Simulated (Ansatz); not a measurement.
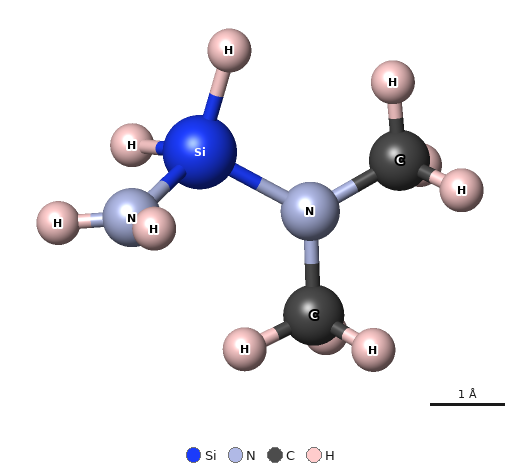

Fig. 1: The input geometry (ball-and-stick view, seen at a tilt).

# Nudged elastic band, with input and output: C₂H₁₀N₂Si (part 1 of 2)

- system: C₂H₁₀N₂Si
- method: UKS PBE0/def2-SVP (Ansatz 0.2.0)

It belongs to a series of runs on one base structure; here: band between the two ends.

The program's output:
```
Engine: ansatz 0.2.0, aarch64-unknown-linux-gnu
Functional definition: PBE0
  parameter a = 0.25
  parameter kappa = 0.804
  parameter beta = 0.06672455060314922
  exchange = (1 - a)*pbe_x(kappa = kappa, mu = beta*pi^2/3) + a*exact_x
  correlation = pbe_c(beta = beta)
1375 factors; integrals over basis functions are off by at most 4.2e-4 eV
mean field evaluation 1: about -13070.4085 eV, gradient 4.7e1 eV
mean field evaluation 2: about -13061.8394 eV, gradient 6.3e1 eV
mean field evaluation 4: about -13079.8713 eV, gradient 2.7e0 eV
mean field evaluation 8: about -13079.9263 eV, gradient 3.1e-2 eV
mean field evaluation 16: about -13079.9264 eV, gradient 2.1e-5 eV
mean field -13079.92635089 eV, -480.6784275029 hartree, gradient 2.1e-5 eV, S^2 0.000000; 0 other end points of the search recorded, 0 dependent functions left out
the calculation of the forces begins
reference -13079.92638092 eV, -480.6784286063 hartree; 25, 25 occupied and 99, 99 virtual orbitals, 1375 factors
1371 factors; integrals over basis functions are off by at most 8.7e-4 eV
mean field evaluation 32: about -13078.3085 eV, gradient 2.4e-5 eV
mean field -13078.30852541 eV, -480.6189735128 hartree, gradient 2.4e-5 eV, S^2 0.000000; 0 other end points of the search recorded, 0 dependent functions left out
[... from here on the field's lines of each further geometry are left out, up to the last ...]
NEB iter   1: max|band force component| = 3.317e1 eV/Å  barrier→ = 16.8326 eV  barrier← = 15.2148 eV  Δτ_max = 0.1990 Å  (335 SCF iters)
NEB iter   2: max|band force component| = 1.039e1 eV/Å  barrier→ = 5.4021 eV  barrier← = 3.7843 eV  Δτ_max = 0.2000 Å  (299 SCF iters)
NEB iter   3: max|band force component| = 2.307e0 eV/Å  barrier→ = 3.4370 eV  barrier← = 1.8191 eV  Δτ_max = 0.1975 Å  (287 SCF iters)
NEB iter   4: max|band force component| = 3.216e0 eV/Å  barrier→ = 4.4134 eV  barrier← = 2.7956 eV  Δτ_max = 0.1006 Å  (286 SCF iters)
NEB iter   5: max|band force component| = 1.981e0 eV/Å  barrier→ = 3.9332 eV  barrier← = 2.3153 eV  Δτ_max = 0.2000 Å  (285 SCF iters)
NEB iter   6: max|band force component| = 4.666e0 eV/Å  barrier→ = 3.6589 eV  barrier← = 2.0411 eV  Δτ_max = 0.1006 Å  (298 SCF iters)
NEB iter   7: max|band force component| = 1.600e0 eV/Å  barrier→ = 4.1208 eV  barrier← = 2.5030 eV  Δτ_max = 0.2000 Å  (283 SCF iters)
NEB iter   8: max|band force component| = 1.802e0 eV/Å  barrier→ = 3.9461 eV  barrier← = 2.3282 eV  Δτ_max = 0.1008 Å  (292 SCF iters)
NEB iter   9: max|band force component| = 1.519e0 eV/Å  barrier→ = 3.7208 eV  barrier← = 2.1030 eV  Δτ_max = 0.0500 Å  (283 SCF iters)
NEB iter  10: max|band force component| = 1.104e0 eV/Å  barrier→ = 3.5057 eV  barrier← = 1.8879 eV  Δτ_max = 0.0501 Å  (276 SCF iters)
NEB iter  11: max|band force component| = 5.276e-1 eV/Å  barrier→ = 3.3696 eV  barrier← = 1.7518 eV  Δτ_max = 0.0997 Å  (283 SCF iters)
NEB iter  12: max|band force component| = 9.719e-1 eV/Å  barrier→ = 3.1052 eV  barrier← = 1.4874 eV  Δτ_max = 0.0504 Å  (290 SCF iters)
NEB iter  13: max|band force component| = 6.522e-1 eV/Å  barrier→ = 3.0651 eV  barrier← = 1.4473 eV  CI = image 4  Δτ_max = 0.1001 Å  (281 SCF iters)
NEB iter  14: max|band force component| = 9.497e-1 eV/Å  barrier→ = 3.0406 eV  barrier← = 1.4227 eV  CI = image 4  Δτ_max = 0.1004 Å  (279 SCF iters)
NEB iter  15: max|band force component| = 1.013e0 eV/Å  barrier→ = 2.9698 eV  barrier← = 1.3520 eV  CI = image 4  Δτ_max = 0.2000 Å  (279 SCF iters)
NEB iter  16: max|band force component| = 1.995e0 eV/Å  barrier→ = 3.1665 eV  barrier← = 1.5487 eV  CI = image 3  Δτ_max = 0.1969 Å  (282 SCF iters)
NEB iter  17: max|band force component| = 8.769e-1 eV/Å  barrier→ = 3.0060 eV  barrier← = 1.3881 eV  CI = image 4  Δτ_max = 0.2000 Å  (284 SCF iters)
NEB iter  18: max|band force component| = 1.302e0 eV/Å  barrier→ = 3.0461 eV  barrier← = 1.4283 eV  CI = image 4  Δτ_max = 0.1999 Å  (275 SCF iters)
NEB iter  19: max|band force component| = 1.867e0 eV/Å  barrier→ = 3.2616 eV  barrier← = 1.6438 eV  CI = image 4  Δτ_max = 0.2000 Å  (281 SCF iters)
NEB iter  20: max|band force component| = 2.422e0 eV/Å  barrier→ = 4.3448 eV  barrier← = 2.7270 eV  CI = image 4  Δτ_max = 0.2000 Å  (290 SCF iters)
NEB iter  21: max|band force component| = 1.783e0 eV/Å  barrier→ = 4.3564 eV  barrier← = 2.7386 eV  CI = image 4  Δτ_max = 0.1977 Å  (291 SCF iters)
NEB iter  22: max|band force component| = 1.627e0 eV/Å  barrier→ = 4.2171 eV  barrier← = 2.5993 eV  CI = image 4  Δτ_max = 0.2000 Å  (285 SCF iters)
NEB iter  23: max|band force component| = 1.004e0 eV/Å  barrier→ = 4.0800 eV  barrier← = 2.4622 eV  CI = image 4  Δτ_max = 0.2000 Å  (271 SCF iters)
NEB iter  24: max|band force component| = 6.963e-1 eV/Å  barrier→ = 3.9750 eV  barrier← = 2.3571 eV  CI = image 4  Δτ_max = 0.2000 Å  (271 SCF iters)
NEB iter  25: max|band force component| = 7.272e-1 eV/Å  barrier→ = 3.8650 eV  barrier← = 2.2472 eV  CI = image 4  Δτ_max = 0.1997 Å  (280 SCF iters)
NEB iter  26: max|band force component| = 1.515e0 eV/Å  barrier→ = 3.7592 eV  barrier← = 2.1414 eV  CI = image 4  Δτ_max = 0.1005 Å  (284 SCF iters)
NEB iter  27: max|band force component| = 6.937e-1 eV/Å  barrier→ = 3.7035 eV  barrier← = 2.0856 eV  CI = image 4  Δτ_max = 0.2000 Å  (271 SCF iters)
NEB iter  28: max|band force component| = 1.175e0 eV/Å  barrier→ = 3.5967 eV  barrier← = 1.9789 eV  CI = image 4  Δτ_max = 0.1010 Å  (274 SCF iters)
NEB iter  29: max|band force component| = 5.332e-1 eV/Å  barrier→ = 3.5510 eV  barrier← = 1.9332 eV  CI = image 4  Δτ_max = 0.2000 Å  (279 SCF iters)
NEB iter  30: max|band force component| = 3.586e-1 eV/Å  barrier→ = 3.4803 eV  barrier← = 1.8625 eV  CI = image 4  Δτ_max = 0.1989 Å  (283 SCF iters)
NEB iter  31: max|band force component| = 3.633e-1 eV/Å  barrier→ = 3.4507 eV  barrier← = 1.8329 eV  CI = image 4  Δτ_max = 0.1005 Å  (278 SCF iters)
NEB iter  32: max|band force component| = 2.765e-1 eV/Å  barrier→ = 3.4425 eV  barrier← = 1.8246 eV  CI = image 4  Δτ_max = 0.1012 Å  (280 SCF iters)
NEB iter  33: max|band force component| = 1.038e0 eV/Å  barrier→ = 3.4282 eV  barrier← = 1.8104 eV  CI = image 4  Δτ_max = 0.0503 Å  (276 SCF iters)
NEB iter  34: max|band force component| = 4.975e-1 eV/Å  barrier→ = 3.4259 eV  barrier← = 1.8081 eV  CI = image 4  Δτ_max = 0.1005 Å  (275 SCF iters)
NEB iter  35: max|band force component| = 2.687e-1 eV/Å  barrier→ = 3.4229 eV  barrier← = 1.8051 eV  CI = image 4  Δτ_max = 0.1010 Å  (268 SCF iters)
NEB iter  36: max|band force component| = 3.137e-1 eV/Å  barrier→ = 3.4211 eV  barrier← = 1.8033 eV  CI = image 4  Δτ_max = 0.0502 Å  (274 SCF iters)
NEB iter  37: max|band force component| = 1.852e-1 eV/Å  barrier→ = 3.4200 eV  barrier← = 1.8021 eV  CI = image 4  Δτ_max = 0.0501 Å  (272 SCF iters)
NEB iter  38: max|band force component| = 1.432e-1 eV/Å  barrier→ = 3.4195 eV  barrier← = 1.8017 eV  CI = image 4  Δτ_max = 0.0501 Å  (270 SCF iters)
NEB iter  39: max|band force component| = 9.443e-2 eV/Å  barrier→ = 3.4194 eV  barrier← = 1.8015 eV  CI = image 4  Δτ_max = 0.0501 Å  (267 SCF iters)
NEB iter  40: max|band force component| = 9.729e-2 eV/Å  barrier→ = 3.4193 eV  barrier← = 1.8015 eV  CI = image 4  Δτ_max = 0.0251 Å  (269 SCF iters)
NEB iter  41: max|band force component| = 3.353e-1 eV/Å  barrier→ = 3.4193 eV  barrier← = 1.8014 eV  CI = image 4  Δτ_max = 0.0125 Å  (263 SCF iters)
NEB iter  42: max|band force component| = 9.454e-2 eV/Å  barrier→ = 3.4192 eV  barrier← = 1.8014 eV  CI = image 4  Δτ_max = 0.0251 Å  (248 SCF iters)
NEB iter  43: max|band force component| = 2.717e-1 eV/Å  barrier→ = 3.4192 eV  barrier← = 1.8014 eV  CI = image 4  Δτ_max = 0.0126 Å  (263 SCF iters)
NEB iter  44: max|band force component| = 7.757e-2 eV/Å  barrier→ = 3.4192 eV  barrier← = 1.8014 eV  CI = image 4  Δτ_max = 0.0250 Å  (241 SCF iters)
the calculation of the forces begins
reference -13078.29686428 eV, -480.6185449744 hartree; 25, 25 occupied and 99, 99 virtual orbitals, 1371 factors
1375 factors; integrals over basis functions are off by at most 8.9e-4 eV
mean field evaluation 2912: about -13076.5071 eV, gradient 5.4e-2 eV
mean field -13076.50710879 eV, -480.5527726731 hartree, gradient 1.3e-5 eV, S^2 0.000000; 1 other end points of the search recorded, 0 dependent functions left out
the calculation of the forces begins
reference -13076.50713839 eV, -480.5527737611 hartree; 25, 25 occupied and 99, 99 virtual orbitals, 1375 factors
NEB iter  45: max|band force component| = 4.762e-2 eV/Å  barrier→ = 3.4192 eV  barrier← = 1.8014 eV  CI = image 4  Δτ_max = 0.0000 Å  (523 SCF iters)
```

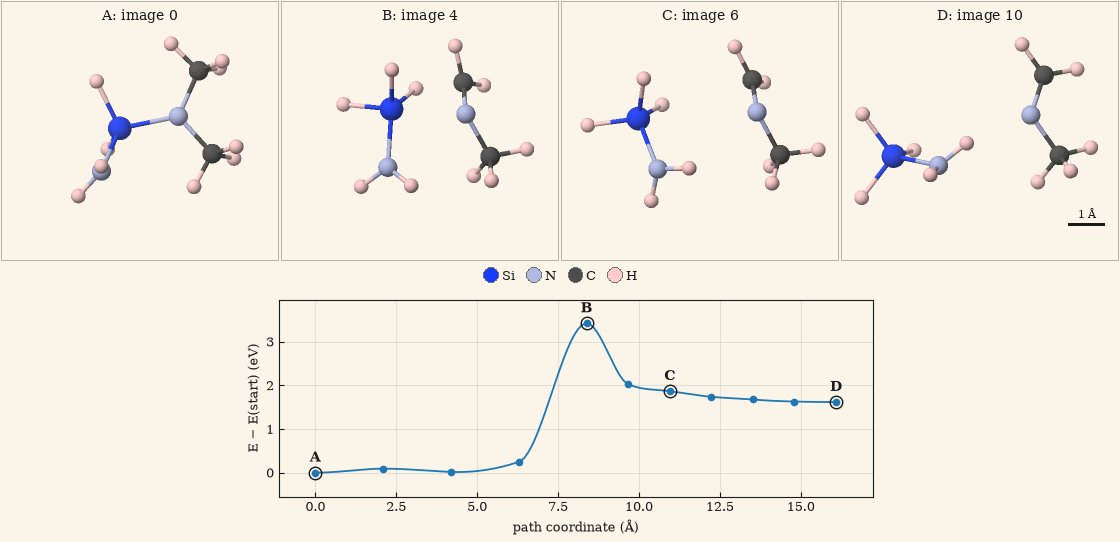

Fig. 2: Images of the last band (counted from 0; ball-and-stick, seen at a tilt) above the energy along the path; the line is a cubic interpolation that uses the forces. The highest image is number 4, 3.419 eV above the start and 1.801 eV above the end (the climbing image); the end lies 1.618 eV above the start. A further maximum stands at image 1, 0.093 eV from the start, so the path isn't one elementary step. The path is 16.09 Å long. The band converged in 45 iterations.

```
Total energy: -13076.50713839 eV, -480.5527737611 hartree
Atom 0 at     0.307965     0.637228     1.213477 Å, force    -0.000052     0.000292     0.001517 eV/Å
Atom 1 at     0.622536    -0.013170    -0.809743 Å, force     0.000106     0.000623    -0.000290 eV/Å
Atom 2 at    -0.158878    -1.104864    -1.342799 Å, force    -0.000008    -0.000094    -0.000308 eV/Å
Atom 3 at     0.088406     1.188563    -0.996217 Å, force     0.000521    -0.001347    -0.000954 eV/Å
Atom 4 at    -0.696844     1.561047     0.266418 Å, force    -0.000491     0.000101     0.000311 eV/Å
Atom 5 at    -0.318247     1.271979     2.453030 Å, force    -0.000038     0.000043     0.000089 eV/Å
Atom 6 at     1.651462     1.273177     1.147087 Å, force     0.000090    -0.000062    -0.000233 eV/Å
Atom 7 at    -0.030205    -0.984500     1.623154 Å, force     0.000837    -0.000338    -0.000838 eV/Å
Atom 8 at     0.357533    -2.061996    -1.167356 Å, force     0.000039    -0.000016     0.000014 eV/Å
Atom 9 at    -1.173231    -1.190374    -0.900680 Å, force    -0.000124     0.000228    -0.000084 eV/Å
Atom 10 at    -0.283316    -1.010069    -2.437852 Å, force    -0.000021    -0.000091     0.000069 eV/Å
Atom 11 at     0.740549     2.069041    -0.902575 Å, force    -0.000141     0.000056     0.000377 eV/Å
Atom 12 at    -0.771083     1.354211    -1.674232 Å, force    -0.000127     0.000093     0.000143 eV/Å
Atom 13 at    -0.631440    -1.192659     2.411064 Å, force    -0.000170     0.000448    -0.000221 eV/Å
Atom 14 at     0.294691    -1.797616     1.117323 Å, force    -0.000420     0.000062     0.000407 eV/Å
Dipole moment:    -0.294556    -0.162270    -0.212385 e Å
this run last wrote the band of iteration 45 to [file]
```

The last band as extended XYZ (Å, eV, eV/Å):
```
15
Properties=species:S:1:pos:R:3:forces:R:3 image=0 energy=-13079.92635
Si    0.0253    0.2032    1.3151   -0.0014  -0.0082  -0.0030
N    -0.0471    0.2538   -0.4168   -0.0007   0.0045  -0.0074
C    -0.5797   -0.8541   -1.1687    0.0009   0.0012   0.0007
C     0.1082    1.4685   -1.1720    0.0024  -0.0040  -0.0001
H     0.5642    2.2550   -0.5513   -0.0019  -0.0017  -0.0017
H    -1.2882    0.2429    2.0444    0.0022   0.0115   0.0035
H     0.7947    1.4390    1.6748   -0.0060  -0.0006   0.0036
N     0.6903   -1.3088    1.8091    0.0052  -0.0180   0.0124
H    -0.6050   -1.7571   -0.5406   -0.0004   0.0014  -0.0002
H    -1.6058   -0.6639   -1.5454   -0.0001  -0.0004  -0.0005
H     0.0528   -1.0794   -2.0490   -0.0002   0.0009   0.0004
H     0.7660    1.3124   -2.0491   -0.0016   0.0019   0.0025
H    -0.8545    1.8637   -1.5569    0.0019  -0.0024   0.0014
H     0.3473   -1.7792    2.6375    0.0009   0.0076  -0.0098
H     1.6315   -1.5959    1.5689   -0.0013   0.0063  -0.0019
15
Properties=species:S:1:pos:R:3:forces:R:3 image=2 energy=-13079.90827
Si    0.5677    0.1848    1.1893    0.0133  -0.0007  -0.0086
N    -0.1459    0.2632   -0.3903    0.0015   0.0024  -0.0006
C    -0.0315   -0.8488   -1.3002   -0.0065  -0.0075  -0.0017
C    -0.5862    1.4908   -0.9998    0.0101  -0.0041  -0.0032
H    -0.5175    2.3274   -0.2877   -0.0295  -0.0113   0.0050
H     0.0951    1.4400    1.8577   -0.0029  -0.0014   0.0050
H     2.0697    0.1653    1.2413    0.0060   0.0129  -0.0027
N     0.1513   -1.3073    1.9438    0.0027   0.0029  -0.0252
H     0.0940   -1.7840   -0.7337    0.0249  -0.0030  -0.0145
H    -0.9431   -0.9506   -1.9187   -0.0086  -0.0176   0.0358
H     0.8265   -0.7487   -1.9979   -0.0352  -0.0009  -0.0192
H     0.0206    1.7608   -1.8873    0.0263   0.0267   0.0295
H    -1.6398    1.4254   -1.3385    0.0227  -0.0085  -0.0155
H    -0.7996   -1.5836    2.1548    0.0067   0.0055   0.0119
H     0.8386   -1.8347    2.4673   -0.0316   0.0046   0.0039
15
Properties=species:S:1:pos:R:3:forces:R:3 image=3 energy=-13079.67742
Si    0.4718    0.2787    1.2442    0.0244  -0.0619   0.0014
N     0.0216    0.2361   -0.4351   -0.0985   0.0471   0.0661
C    -0.2485   -0.9480   -1.2075   -0.0130   0.0299   0.0195
C    -0.2430    1.5088   -1.0519   -0.0495   0.0487  -0.0025
H    -0.6221    2.2189   -0.2941    0.0161   0.1103  -0.0931
H    -0.4223    1.2241    1.9929   -0.0179  -0.0119  -0.0756
H     1.8700    0.7991    1.3853    0.0380  -0.0852   0.0471
N     0.3132   -1.2583    2.0075    0.0496  -0.0460   0.0657
H     0.2684   -1.8277   -0.7933   -0.0171   0.0398   0.0588
H    -1.3282   -1.2012   -1.2466   -0.0255   0.0032  -0.0625
H     0.0957   -0.8455   -2.2527    0.0666   0.0326   0.0289
H     0.6481    1.9741   -1.5183   -0.0080  -0.0152  -0.0975
H    -1.0251    1.4260   -1.8247   -0.0355   0.0175  -0.0267
H    -0.6070   -1.5181    2.3434   -0.0036  -0.0601  -0.0141
H     0.8073   -2.0671    1.6509    0.0741  -0.0488   0.0844
15
Properties=species:S:1:pos:R:3:forces:R:3 image=5 energy=-13077.90108
Si    0.1582    0.7900    1.6628   -0.0731   0.0669   0.1793
N     0.5810   -0.0252   -1.0575    0.0019   0.0060  -0.0898
C    -0.2138   -1.1332   -1.5215   -0.0276  -0.0344  -0.0669
C     0.2598    1.1389   -1.4237    0.0477  -0.0260  -0.1573
H    -0.8005    1.5249    0.7652   -0.0393  -0.0158   0.1596
H    -0.2000    1.2772    3.0264    0.0395   0.0138   0.2135
H     1.5405    1.2382    1.3161   -0.0525  -0.0014   0.0605
N     0.0052   -0.9257    1.7535    0.0263   0.0264   0.0251
H     0.3474   -2.0733   -1.4109    0.0049  -0.0119  -0.0739
H    -1.1233   -1.2222   -0.9032    0.0269  -0.0181   0.0013
H    -0.5192   -1.0285   -2.5765   -0.0734  -0.0232  -0.0442
H     0.8180    2.0028   -1.0341    0.0310  -0.0285  -0.0629
H    -0.6010    1.3626   -2.0834    0.0692  -0.0080  -0.1673
H    -0.6245   -1.3540    2.4178   -0.0064  -0.0348   0.0160
H     0.3720   -1.5725    1.0691    0.0249   0.0890   0.0073
```
